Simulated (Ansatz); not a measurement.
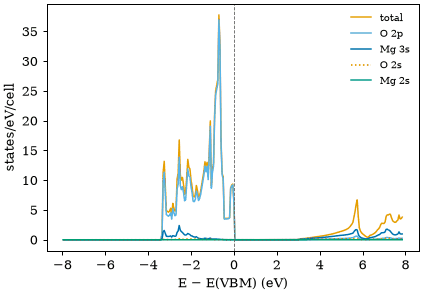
*Total and projected density of states of MgO in space group Pm-3n (No. 223; Mg on 6c, O on 6d), LDA in the plane-wave PAW code Ansatz*

Problem. Which orbitals carry the states next to the gap?

Solution. Top 1 eV of the valence band: O 2p 98 %. Bottom 1 eV of the conduction band: Mg 3s 63 %, O 2s 22 %, O 2p 9 %, outside the projected shells 7 %. Projections are on Löwdin-orthogonalised atomic valence shells; empty p or d shells of many metals are not among them.

Problem. Where is the tallest occupied peak in this window, and what makes it?

Solution. Near -0.7 eV, about 38 states/eV per cell; the largest projected share is O 2p.

The first step of the workflow began from a Materials Project structure, measured or hypothetical; the Crystallography Open Database copy checked does not list it. It is not the phase usual at ambient conditions (space group No. 225). The LDA relaxation kept the symmetry of its start; phonons on a q-mesh show no instability.

Potentials: the later of the program's two PAW sets.
